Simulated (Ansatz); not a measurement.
# One shape, several levels: SiHF2 (SMILES F[SiH]F)

Wanted: a comparison of 6 runs (UB2PLYP/STO-3G, UBLYP/STO-3G, UCAM-B3LYP/STO-3G, UHSE06/STO-3G, USVWN5/STO-3G, UMP2/STO-3G) of SiHF2. 

The calculation is run with Ansatz 0.2.0.

66 further runs of the same task are left out: 9 that didn't finish, 57 set aside as unsound or not needed.

**1. The structure to begin with**

SiHF2: 4 atoms, total charge 0, spin state doublet. As SMILES, `F[SiH]F`. The Si2–F1 distance was set to 3.212 Å, away from the relaxed value. At this shape a bond of the SMILES string is far longer than usual.

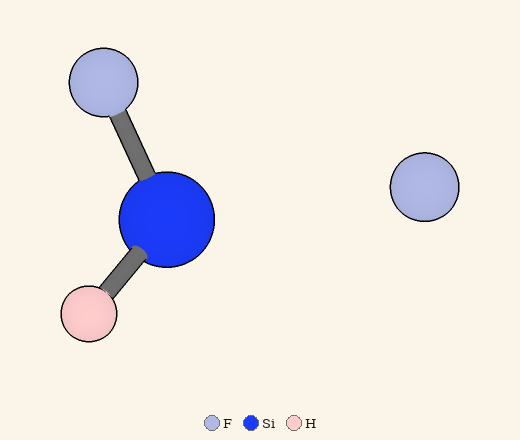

Viewed from a chosen angle; fluorine light blue, silicon blue, hydrogen pink.

**2. The energy at UB2PLYP/STO-3G (run 1)**

The input, in.yaml:

```yaml
crystal:
  periodic: [false, false, false]
  atoms:
    - {symbol: F, position_ang: [2.481972, 1.648860, -0.519471]}
    - {symbol: Si, position_ang: [-0.028060, -0.342890, -0.301090]}
    - {symbol: F, position_ang: [-1.234200, 0.716240, -0.252780]}
    - {symbol: H, position_ang: [0.035310, -1.026330, 0.964150]}
basis:
  gaussian: {orbitals: STO-3G}
magnetization: {spin_polarized: true, initial_magnetization: 1}
hamiltonian: {xc: {name: B2PLYP}}
correlation: {frozen_orbitals: {F: 1, H: 0, Si: 5}}
accuracy: high
```

The run is started by

```bash
$ ansatz run in.yaml --threads 1 --pin off --max-ram 2610MiB --events-out events.jsonl --progress --plain --runs-dir runs
```

What it wrote:

```text
Warning: RAYON_NUM_THREADS=1 ignored (pool sized by the plan → 1); use --threads N
Functional definition: B2PLYP
  name "B2PLYP"
  parameter a = 0.53
  parameter c = 0.27
  exchange = (1 - a)*b88_x + a*exact_x
  correlation = (1 - c)*lyp_c + c*(mp2_os + mp2_ss)
328 factors; integrals over basis functions are off by at most 2.9e-8 eV
mean field evaluation 1: about -13130.2793 eV, gradient 1.4e1 eV
mean field evaluation 2: about -13130.2881 eV, gradient 1.4e1 eV
mean field evaluation 4: about -13127.0922 eV, gradient 2.7e1 eV
mean field evaluation 8: about -13132.5303 eV, gradient 8.0e0 eV
mean field evaluation 16: about -13142.4484 eV, gradient 2.5e-2 eV
mean field evaluation 32: about -13142.4487 eV, gradient 9.8e-8 eV
mean field evaluation 64: about -13142.4303 eV, gradient 1.5e-1 eV
mean field evaluation 96: about -13080.9262 eV, gradient 1.1e1 eV
mean field -13142.44868403 eV, -482.9760808664 hartree, gradient 2.9e-8 eV, S^2 0.750380; 6 other end points of the search recorded, 0 dependent functions left out
7 core orbitals not correlated: weight in the atoms' cores, before any rotation towards them, 1.000 or more for the frozen orbitals, at most 0.000 for the correlated occupied ones
reference -13142.44869867 eV, -482.9760814044 hartree; 10, 9 occupied and 3, 4 virtual orbitals, 328 factors
second order -2.23164390 eV of doubles, -0.00000000 eV of singles
Total energy: -13143.05124252 eV, -482.9982244825 hartree
```

Run time: 5.4 s. Hardware: 1 thread of Intel Xeon 6975P-C (Granite Rapids), shared host; peak memory 0.14 GiB.

**3. The energy at UBLYP/STO-3G (run 2)**

The input, input.yaml:

```yaml
crystal:
  periodic: [false, false, false]
  atoms:
    - {symbol: F, position_ang: [2.481972, 1.648860, -0.519471]}
    - {symbol: Si, position_ang: [-0.028060, -0.342890, -0.301090]}
    - {symbol: F, position_ang: [-1.234200, 0.716240, -0.252780]}
    - {symbol: H, position_ang: [0.035310, -1.026330, 0.964150]}
basis:
  gaussian:
    orbitals: STO-3G
magnetization:
  spin_polarized: true
  initial_magnetization: 1
hamiltonian:
  xc: {name: BLYP}
accuracy: high
```

The run is started by

```bash
$ ansatz run input.yaml --threads 1 --pin off --max-ram 2610MiB --events-out events.jsonl --progress --plain --runs-dir runs
```

What it wrote:

```text
Warning: RAYON_NUM_THREADS=1 ignored (pool sized by the plan → 1); use --threads N
Functional definition: BLYP
  name "BLYP"
  parameter beta = 0.0042
  parameter a = 0.04918
  parameter b = 0.132
  parameter c = 0.2533
  parameter d = 0.349
  exchange = b88_x(beta = beta)
  correlation = lyp_c(a = a, b = b, c = c, d = d)
328 factors; integrals over basis functions are off by at most 2.9e-8 eV
mean field evaluation 1: about -13138.5081 eV, gradient 1.3e1 eV
mean field evaluation 2: about -12774.0684 eV, gradient 1.7e1 eV
mean field evaluation 4: about -13131.2105 eV, gradient 3.5e1 eV
mean field evaluation 8: about -13149.2494 eV, gradient 2.3e0 eV
mean field evaluation 16: about -13149.5990 eV, gradient 1.3e-4 eV
mean field evaluation 32: about -13149.5760 eV, gradient 2.0e-1 eV
mean field evaluation 64: about -13149.5021 eV, gradient 1.1e0 eV
mean field -13149.59897420 eV, -483.2388491835 hartree, gradient 3.7e-8 eV, S^2 0.753336; 8 other end points of the search recorded, 0 dependent functions left out
reference -13149.59900507 eV, -483.2388503180 hartree; 17, 16 occupied and 3, 4 virtual orbitals, 328 factors
Total energy: -13149.59900507 eV, -483.2388503180 hartree
```

Run time: 2.9 s. Hardware: 1 thread of Intel Xeon 6975P-C (Granite Rapids), shared host; peak memory 0.14 GiB.

Runs 3 to 4 aren't shown in full; the table further down has their settings and results.

**4. The energy at USVWN5/STO-3G (run 5)**

The input, molecule.yaml:

```yaml
crystal:
  periodic: [false, false, false]
  atoms:
    - {symbol: F, position_ang: [2.481972, 1.648860, -0.519471]}
    - {symbol: Si, position_ang: [-0.028060, -0.342890, -0.301090]}
    - {symbol: F, position_ang: [-1.234200, 0.716240, -0.252780]}
    - {symbol: H, position_ang: [0.035310, -1.026330, 0.964150]}
basis:
  gaussian:
    orbitals: STO-3G
magnetization:
  spin_polarized: true
  initial_magnetization: 1
hamiltonian:
  xc: {name: SVWN5}
accuracy: high
```

The run is started by

```bash
$ ansatz run molecule.yaml --threads 1 --pin off --max-ram 2610MiB --events-out events.jsonl --progress --plain --runs-dir runs
```

What it wrote:

```text
Warning: RAYON_NUM_THREADS=1 ignored (pool sized by the plan → 1); use --threads N
Functional definition: SVWN5
  name "SVWN5"
  exchange = slater_x
  correlation = vwn5_c
328 factors; integrals over basis functions are off by at most 2.9e-8 eV
mean field evaluation 1: about -13072.6708 eV, gradient 1.3e1 eV
mean field evaluation 2: about -12709.2643 eV, gradient 1.7e1 eV
mean field evaluation 4: about -13065.0891 eV, gradient 3.5e1 eV
mean field evaluation 8: about -13083.2442 eV, gradient 1.9e0 eV
mean field evaluation 16: about -13083.3862 eV, gradient 5.7e-5 eV
mean field evaluation 32: about -13071.6645 eV, gradient 2.2e1 eV
mean field evaluation 64: about -13080.1594 eV, gradient 4.0e0 eV
mean field evaluation 96: about -13083.3502 eV, gradient 2.2e-1 eV
mean field -13083.38622654 eV, -480.8055755877 hartree, gradient 9.4e-8 eV, S^2 0.755080; 9 other end points of the search recorded, 0 dependent functions left out
reference -13083.38622788 eV, -480.8055756368 hartree; 17, 16 occupied and 3, 4 virtual orbitals, 328 factors
Total energy: -13083.38622788 eV, -480.8055756368 hartree
```

It took 1.5 s on 1 thread of Intel Xeon 6975P-C (Granite Rapids), shared host; peak memory 0.12 GiB.

**5. A single-point energy at UMP2/STO-3G (run 6)**

The input, input.yaml:

```yaml
crystal:
  periodic: [false, false, false]
  atoms:
    - symbol: F
      position_ang: [2.481972, 1.648860, -0.519471]
    - symbol: Si
      position_ang: [-0.028060, -0.342890, -0.301090]
    - symbol: F
      position_ang: [-1.234200, 0.716240, -0.252780]
    - symbol: H
      position_ang: [0.035310, -1.026330, 0.964150]
basis:
  gaussian:
    orbitals: STO-3G
magnetization:
  spin_polarized: true
  initial_magnetization: 1
correlation:
  method: mp2
  frozen_orbitals: {F: 1, H: 0, Si: 5}
accuracy: high
```

The run is started by

```bash
$ ansatz run input.yaml --threads 1 --pin off --max-ram 2610MiB --events-out events.jsonl --progress --plain --runs-dir runs
```

What it wrote:

```text
Warning: RAYON_NUM_THREADS=1 ignored (pool sized by the plan → 1); use --threads N
Functional definition: HF
  name "HF"
  exchange = exact_x
  correlation = 0
328 factors; integrals over basis functions are off by at most 2.9e-8 eV
mean field evaluation 1: about -13107.0993 eV, gradient 1.4e1 eV
mean field evaluation 2: about -13107.1258 eV, gradient 1.4e1 eV
mean field evaluation 4: about -13108.9111 eV, gradient 6.1e0 eV
mean field evaluation 8: about -13110.6545 eV, gradient 8.2e0 eV
mean field evaluation 16: about -13119.8697 eV, gradient 2.1e-1 eV
mean field evaluation 32: about -13119.8654 eV, gradient 7.3e-2 eV
mean field evaluation 64: about -13119.8597 eV, gradient 7.8e-3 eV
mean field evaluation 96: about -13114.1232 eV, gradient 1.1e0 eV
mean field evaluation 128: about -13119.8690 eV, gradient 2.1e-3 eV
mean field -13119.87100464 eV, -482.1463664527 hartree, gradient 1.6e-8 eV, S^2 0.804646; 11 other end points of the search recorded, 0 dependent functions left out
7 core orbitals not correlated: weight in the atoms' cores, before any rotation towards them, 1.000 or more for the frozen orbitals, at most 0.000 for the correlated occupied ones
reference -13119.87100464 eV, -482.1463664527 hartree; 10, 9 occupied and 3, 4 virtual orbitals, 328 factors
second order -1.36484743 eV of doubles, -0.00000000 eV of singles
Total energy: -13121.23585207 eV, -482.1965236705 hartree
```

It took 0.48 s on 1 thread of Intel Xeon 6975P-C (Granite Rapids), shared host.

**6. All runs side by side**

```tsv
run	level	frozen core orbitals	energy (Eh)	⟨S²⟩	wall time
1	UB2PLYP/STO-3G	7	-482.998224	0.750	5.4 s
2	UBLYP/STO-3G	–	-483.238850	0.753	2.9 s
3	UCAM-B3LYP/STO-3G	–	-483.240551	0.751	3.9 s
4	UHSE06/STO-3G	–	-483.048164	0.752	3.9 s
5	USVWN5/STO-3G	–	-480.805576	0.755	1.5 s
6	UMP2/STO-3G	7	-482.196524	0.805	0.48 s
```

**7. Outcome**

| quantity | value |
| --- | --- |
| run 6: total energy | -482.19652 Eh |
| run 6: correlation energy (7 core orbitals frozen) | -50.2 mEh |
| run 6: ⟨S²⟩ of the reference determinant | 0.805 |

What this shows: Totals of different functionals can't be ranked against each other. In runs 1, 2, 3, 4, 5, 6 the basis is minimal, so the values are rough. All runs together took 18 s, the longest 5.4 s.
